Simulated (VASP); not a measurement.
Band structure of MgS (relaxed from the 4H structure, space group P6_3mc). Level of theory: r2SCAN meta-GGA, VASP's PBE PAW potentials (set 64) (plane waves; VASP).

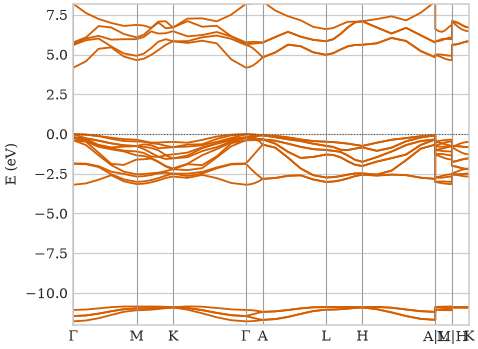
Figure: Bands along high-symmetry lines, zero at the valence-band maximum or, without a gap, the Fermi level

### Question
Read the plot: is there a gap, and where are the band edges?

### Answer
The gap is direct, 4.17 eV, from the valence maximum at Γ to the conduction minimum at Γ.

The structure was generated: MgS was put into the 4H type (P6_3mc), which need not be its known phase. It was relaxed first.
